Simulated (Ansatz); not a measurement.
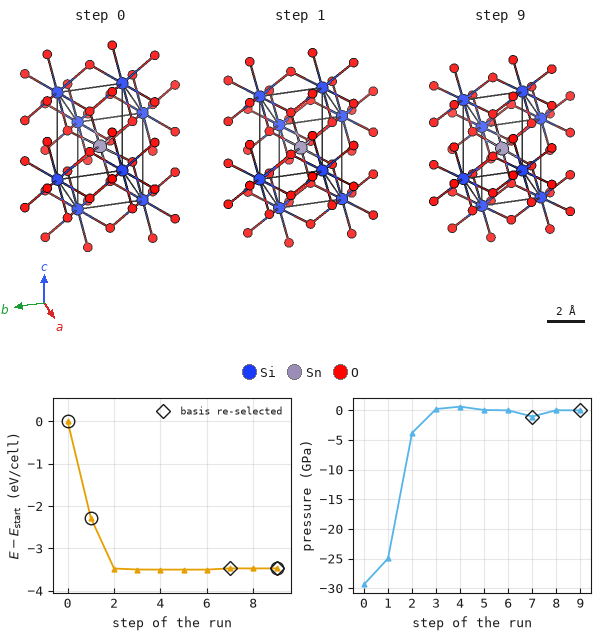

Frames of a relaxation of solid SiSnO4 (built on the NaHoF4-123 type type), marked on the history of the run. Style: ball-and-stick. Shown: the cell of the calculation, from a free direction.

The calculation used DFT, PBEsol, plane waves, PAW (Ansatz 0.2.0). Set-up: plane-wave cutoff 420 eV; k-point mesh 6 × 6 × 4; occupations fermi dirac; smearing width 0.03 eV; no spin polarisation; cell and atoms relaxed; force threshold 0.01 eV/Å; at most 120 steps.

### What happens along the run?

The largest moves relative to the cell, 0.17 Å, are those of O atoms. Si and Sn stay in place. Cell: a = b 3.747 → 3.403 Å (−9.2 %), c 5.392 → 4.880 Å (−9.5 %). Volume −25.3 %. Near-neighbour distances that change, for instance: O–Si 2.363 → 2.043 Å, O–Sn 2.255 → 2.147 Å. Bond angles that change, for instance: Sn–O–Sn 112.4° → 104.8°. The space group stays P4/mmm (No. 123). The energy falls by 3.469 eV per cell of the calculation in 7 accepted moves (9 points after the start). The largest force component goes from 2.1 to 0.00021 eV/Å. Pressure: −29.35 GPa at the start and −0.01 GPa at the end. At 2 points the geometry stayed and the basis and grid were re-selected for the new cell (energy shift of 30.5 meV per cell of the calculation at most each time). From step 0 to 1: O atoms move most (0.10 Å), volume −11.2 %, energy −2.277 eV per cell of the calculation. From step 1 to 9: O atoms move most (0.07 Å), volume −15.9 %, energy −1.192 eV per cell of the calculation.
